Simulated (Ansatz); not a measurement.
**SF6 (sulfur hexafluoride), step by step**

Aim: a series of 16 runs (HF/STO-3G, UHF/STO-3G, HF/3-21G, UHF/3-21G, HF/6-31G*, B3LYP/6-31G*, PBE/def2-SVP, MP2/6-31G*) of F6S. 

The results are computed with Ansatz 0.2.0.

## 1. The structure to begin with

SF6: 7 atoms, total charge 0, spin state singlet. SMILES: `FS(F)(F)(F)(F)F`. The coordinates come from a PBE0-D4/def2-TZVP relaxation. The run starts from this shape.

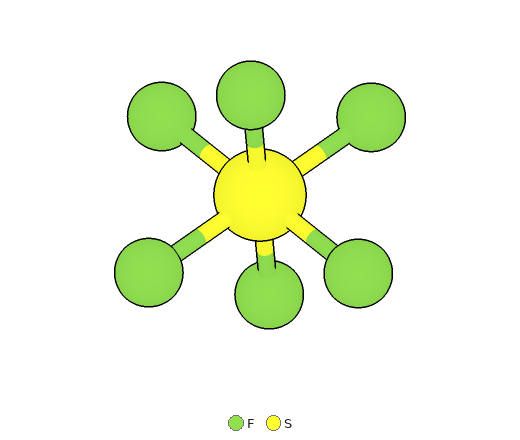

The structure, seen from a chosen angle (fluorine green, sulfur yellow).

## 2. A geometry optimisation at HF/STO-3G (start density atoms) (run 1)

Contents of molecule.yaml:

```yaml
basis:
  gaussian: {orbitals: STO-3G}
crystal:
  periodic: [false, false, false]
  atoms:
    - {symbol: F, position_ang: [-0.566040, -1.308390, 0.646140]}
    - {symbol: S, position_ang: [-0.000000, 0.000000, -0.000000]}
    - {symbol: F, position_ang: [1.164640, 0.012530, 1.045590]}
    - {symbol: F, position_ang: [-1.164600, -0.012550, -1.045640]}
    - {symbol: F, position_ang: [0.565990, 1.308430, -0.646120]}
    - {symbol: F, position_ang: [-0.879260, 0.858880, 0.969040]}
    - {symbol: F, position_ang: [0.879260, -0.858900, -0.969010]}
relax: {f_tol: 0.002}
output: {orbitals: {seedname: orbitals}}
hamiltonian: {xc: hf}
```

The run is started by

```bash
ansatz run molecule.yaml --threads 1 --pin off --max-ram 3480MiB --events-out events.jsonl --progress --plain --runs-dir runs
```

Log:

```text
Warning: RAYON_NUM_THREADS=1 ignored (pool sized by the plan → 1); use --threads N
The last accepted step is kept in runs//last_step.txt (removed where the run ends without a failure and the disk answers)
[... 43 lines left out ...]
Total energy: -26692.68007151 eV, -980.9378996795 hartree
[... 7 lines left out ...]
Dipole moment:    -0.000000     0.000000    -0.000000 e Å
```

It took 4.2 s on 1 thread of Arm Neoverse V2, shared host; peak memory 0.097 GiB.

The path in brief:

| step | energy from the first frame kept (eV) | largest force (eV/Å) |
| --- | --- | --- |
| 1 | 0.0000 | 4.2940 |
| 2 | -0.7481 | 2.1227 |
| 3 | -1.0355 | 0.2440 |
| 4 | -1.0399 | 0.0083 |
| 5 | -1.0400 | 0.0000 |

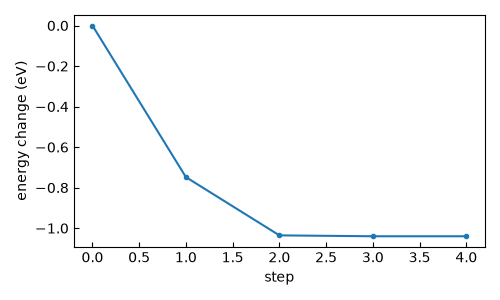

Energy along the run.

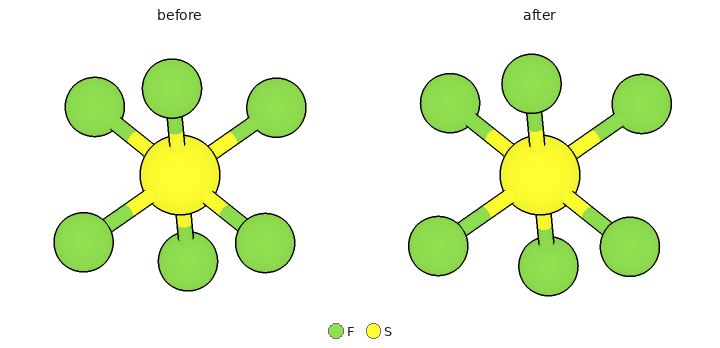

Before and after, at one scale.

After the run. Bond lengths: F1–S2 1.652 Å, S2–F3 1.652 Å, S2–F4 1.652 Å, S2–F5 1.652 Å, S2–F6 1.652 Å, S2–F7 1.652 Å. Some angles: F1–S2–F3 90.0°, F1–S2–F4 90.0°, F1–S2–F5 180.0°, F1–S2–F6 90.0°, F1–S2–F7 90.0°, F3–S2–F4 180.0°, F3–S2–F5 90.0°, F3–S2–F6 90.0°, F3–S2–F7 90.0°, F4–S2–F5 90.0°.

## 3. Vibrational wavenumbers at HF/STO-3G (start density atoms) (run 2)

Contents of in.yaml:

```yaml
crystal:
  periodic: [false, false, false]
  atoms:
    - {symbol: F, position_ang: [-0.597503, -1.381188, 0.682069]}
    - {symbol: S, position_ang: [-0.000001, 0.000000, 0.000000]}
    - {symbol: F, position_ang: [1.229398, 0.013238, 1.103770]}
    - {symbol: F, position_ang: [-1.229394, -0.013241, -1.103777]}
    - {symbol: F, position_ang: [0.597492, 1.381193, -0.682065]}
    - {symbol: F, position_ang: [-0.928164, 0.906665, 1.022926]}
    - {symbol: F, position_ang: [0.928163, -0.906668, -1.022922]}
basis:
  gaussian: {orbitals: STO-3G}
hamiltonian: {xc: hf}
phonons: {temperatures: {t_min: 298.15, t_max: 298.15, t_step: 1}}
```

The run is started by

```bash
ansatz run in.yaml --threads 1 --pin off --max-ram 3480MiB --events-out events.jsonl --progress --plain --runs-dir runs
```

Log:

```text
Warning: RAYON_NUM_THREADS=1 ignored (pool sized by the plan → 1); use --threads N
[... 229 lines left out ...]
Total energy: -26692.68001552 eV, -980.9378976221 hartree
[... 7 lines left out ...]
Dipole moment:     0.000001    -0.000000     0.000000 e Å
Vibrations: 279.90 279.90 279.90 401.33 401.33 401.33 484.24 484.24 484.24 749.56 759.80 759.80 1158.04 1158.04 1158.04 cm⁻¹, zero-point energy 0.572787 eV
```

Wall time 26 s (1 thread of Arm Neoverse V2, shared host); peak memory 0.095 GiB.

Runs 3 to 14 aren't shown in full; the table further down has their settings and results.

## 4. A geometry optimisation at MP2/6-31G(d) (Cartesian functions, start density atoms) (run 15)

Contents of input.yaml:

```yaml
crystal:
  periodic: [false, false, false]
  atoms:
    - {symbol: F, position_ang: [-0.566040, -1.308390, 0.646140]}
    - {symbol: S, position_ang: [-0.000000, 0.000000, -0.000000]}
    - {symbol: F, position_ang: [1.164640, 0.012530, 1.045590]}
    - {symbol: F, position_ang: [-1.164600, -0.012550, -1.045640]}
    - {symbol: F, position_ang: [0.565990, 1.308430, -0.646120]}
    - {symbol: F, position_ang: [-0.879260, 0.858880, 0.969040]}
    - {symbol: F, position_ang: [0.879260, -0.858900, -0.969010]}
basis:
  gaussian: {orbitals: "6-31G*"}
correlation: {method: mp2}
relax: {f_tol: 0.002}
output: {orbitals: {seedname: orbitals}}
```

The run is started by

```bash
ansatz run input.yaml --threads 1 --pin off --max-ram 3480MiB --events-out events.jsonl --progress --plain --runs-dir runs
```

Log:

```text
Warning: RAYON_NUM_THREADS=1 ignored (pool sized by the plan → 1); use --threads N
[... 1 set-up line as earlier in the session ...]
[... 11 lines left out ...]
11 core orbitals not correlated: weight in the atoms' cores, before any rotation towards them, 1.000 or more for the frozen orbitals, at most 0.000 for the correlated occupied ones
[... 25 lines left out ...]
11 core orbitals not correlated: weight in the atoms' cores, before any rotation towards them, 1.000 or more for the frozen orbitals, at most 0.000 for the correlated occupied ones
[... 19 lines left out ...]
Dipole moment:     0.000000    -0.000001     0.000000 e Å
Checks for a lower state left out: cluster_reference
```

Run time: 27 s. Hardware: 1 thread of Arm Neoverse V2, shared host; peak memory 0.27 GiB.

Step by step:

| step | energy from the first frame kept (eV) | largest force (eV/Å) |
| --- | --- | --- |
| 1 | 0.0000 | 1.3126 |
| 2 | -0.0744 | 0.7594 |
| 3 | -0.1146 | 0.0444 |
| 4 | -0.1147 | 0.0001 |

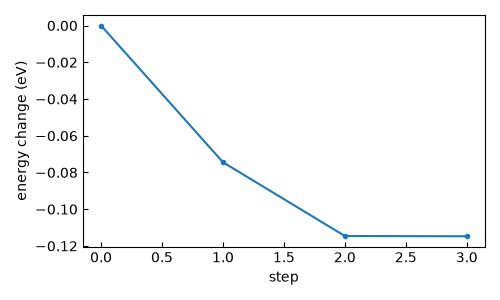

Energy along the run.

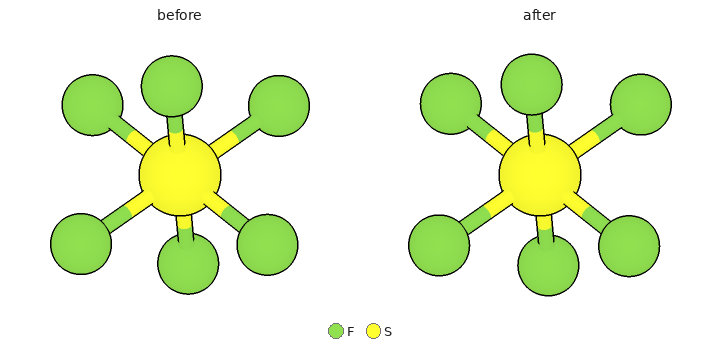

Before and after, at one scale.

After the run. Bond lengths: F1–S2 1.595 Å, S2–F3 1.595 Å, S2–F4 1.595 Å, S2–F5 1.595 Å, S2–F6 1.595 Å, S2–F7 1.595 Å. Some angles: F1–S2–F3 90.0°, F1–S2–F4 90.0°, F1–S2–F5 180.0°, F1–S2–F6 90.0°, F1–S2–F7 90.0°, F3–S2–F4 180.0°, F3–S2–F5 90.0°, F3–S2–F6 90.0°, F3–S2–F7 90.0°, F4–S2–F5 90.0°.

## 5. Vibrational wavenumbers at MP2/6-31G(d) (Cartesian functions, start density atoms) (run 16)

Contents of input.yaml:

```yaml
crystal:
  periodic: [false, false, false]
  atoms:
    - {symbol: F, position_ang: [-0.576884, -1.333522, 0.658531]}
    - {symbol: S, position_ang: [-0.000001, -0.000000, 0.000000]}
    - {symbol: F, position_ang: [1.186971, 0.012781, 1.065677]}
    - {symbol: F, position_ang: [-1.186966, -0.012784, -1.065686]}
    - {symbol: F, position_ang: [0.576872, 1.333528, -0.658526]}
    - {symbol: F, position_ang: [-0.896133, 0.875375, 0.987625]}
    - {symbol: F, position_ang: [0.896131, -0.875379, -0.987621]}
basis:
  gaussian:
    orbitals: "6-31G*"
correlation:
  method: mp2
phonons:
  temperatures:
    t_min: 298.15
    t_max: 298.15
    t_step: 1
```

The run is started by

```bash
ansatz run input.yaml --threads 1 --pin off --max-ram 3480MiB --events-out events.jsonl --progress --plain --runs-dir runs
```

Log:

```text
Warning: RAYON_NUM_THREADS=1 ignored (pool sized by the plan → 1); use --threads N
[... 41 lines left out ...]
11 core orbitals not correlated: weight in the atoms' cores, before any rotation towards them, 1.000 or more for the frozen orbitals, at most 0.000 for the correlated occupied ones
[... 144 lines left out ...]
11 core orbitals not correlated: weight in the atoms' cores, before any rotation towards them, 1.000 or more for the frozen orbitals, at most 0.000 for the correlated occupied ones
[... 141 lines left out ...]
Dipole moment:     0.000001     0.000001    -0.000001 e Å
[... 1 line left out ...]
Checks for a lower state left out: cluster_reference
```

Wall time 3.8 min (1 thread of Arm Neoverse V2, shared host); peak memory 0.26 GiB.

## 6. The series

| run | level | task | walk f tol | partner | energy (Eh) | dipole moment (D) | wall time |
| --- | --- | --- | --- | --- | --- | --- | --- |
| 1 | HF/STO-3G (start density atoms) | optimise | 0.002 | base | -980.937900 | 0.00 | 4.2 s |
| 2 | HF/STO-3G (start density atoms) | frequencies | – | base | -980.937898 | 0.00 | 26 s |
| 3 | UHF/STO-3G (start density atoms) | energy | – | cation | -980.646193 | – | 1.6 s |
| 4 | UHF/STO-3G (start density atoms) | optimise | – | cation | timeout | – | 2.8 min |
| 5 | HF/3-21G (start density atoms) | optimise | 0.002 | base | -988.692289 | 0.00 | 3.9 s |
| 6 | HF/3-21G (start density atoms) | frequencies | – | base | -988.692287 | 0.00 | 14 s |
| 7 | UHF/3-21G (start density atoms) | energy | – | cation | -988.114321 | – | 14 s |
| 8 | UHF/3-21G (start density atoms) | optimise | – | cation | -988.243666 | – | 93 s |
| 9 | HF/6-31G* (Cartesian functions, start density atoms) | optimise | 0.002 | base | -993.990211 | 0.00 | 13 s |
| 10 | HF/6-31G* (Cartesian functions, start density atoms) | frequencies | – | base | -993.990211 | 0.00 | 78 s |
| 11 | B3LYP/6-31G* (Cartesian functions, start density atoms) | optimise | 0.002 | base | -997.106812 | 0.00 | 24 s |
| 12 | B3LYP/6-31G* (Cartesian functions, start density atoms) | frequencies | – | base | -997.106813 | 0.00 | 2.4 min |
| 13 | PBE/def2-SVP (start density atoms) | optimise | 0.002 | base | -995.822025 | 0.00 | 14 s |
| 14 | PBE/def2-SVP (start density atoms) | frequencies | – | base | -995.822025 | 0.00 | 78 s |
| 15 | MP2/6-31G* (Cartesian functions, start density atoms) | optimise | 0.002 | base | -995.195949 | 0.00 | 27 s |
| 16 | MP2/6-31G* (Cartesian functions, start density atoms) | frequencies | – | base | -995.195953 | 0.00 | 3.8 min |

## 7. Outcome

```
                                                                         quantity          value
                                                 run 16, MP2/6-31G*: total energy  -995.19595 Eh
                           run 16, MP2/6-31G*: dipole moment (correlated density)         0.00 D
                 run 16, MP2/6-31G*: correlation energy (11 core orbitals frozen)    -1214.4 mEh
                                     run 16, MP2/6-31G*: largest force on an atom     0.000 eV/Å
                                   run 16, MP2/6-31G*: lowest harmonic wavenumber       327 cm⁻¹
                                  run 16, MP2/6-31G*: highest harmonic wavenumber       997 cm⁻¹
                                            run 16, MP2/6-31G*: zero-point energy    55.4 kJ/mol
                    vertical ionisation energy (to the doublet cation), HF/STO-3G       7.938 eV
                     vertical ionisation energy (to the doublet cation), HF/3-21G      15.727 eV
adiabatic ionisation energy (to the doublet cation, no zero-point term), HF/3-21G      12.208 eV
```

What this shows: At HF/STO-3G: removing an electron at fixed nuclei costs 7.94 eV (183 kcal/mol). Its partner is spin-contaminated (⟨S²⟩ = 1.53 against 0.75), so the difference is in doubt. In a minimal basis such a difference can be off by several eV, whatever the method. At HF/3-21G: the vertical ionisation energy comes to 15.73 eV (1517 kJ/mol). At HF/3-21G: the adiabatic ionisation energy (to the doublet cation, no zero-point term) is 12.21 eV (1178 kJ/mol). The second species lost a bond as it relaxed, so this leads to another structure. Totals of different functionals can't be ranked against each other. In runs 1, 2, 3 the basis is minimal, so the values are rough. Spin contamination of the reference: run 3 ⟨S²⟩ = 1.53. Where it is this large, the reference is a mixture of spin states, and values that rest on it are in doubt. All runs together took 16 min, the longest 3.8 min. 1 of the 16 runs did not end normally.
